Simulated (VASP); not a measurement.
Band structure of TmRh (space group Pm-3m). Calculation: PBEsol GGA, VASP's PBE PAW potentials (set 64) (plane waves; VASP).

The run has a spin-polarised start.

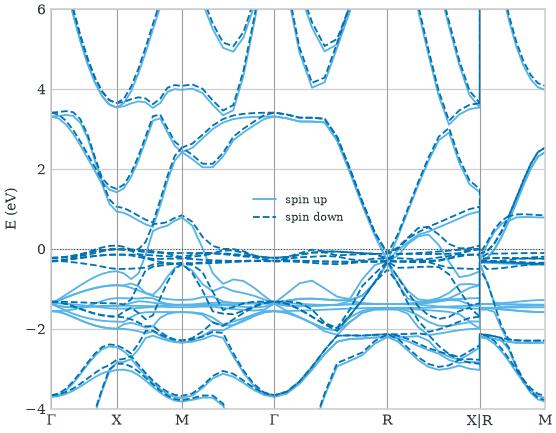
*Bands along high-symmetry lines, zero at the valence-band maximum or, without a gap, the Fermi level*

Read the plot: is there a gap, and where are the band edges?

It has no gap at this level: it comes out as a metal or semimetal.

The structure comes from a computed database's TmRh entry; how it stands against other phases isn't given here. The cell was not relaxed at this level.
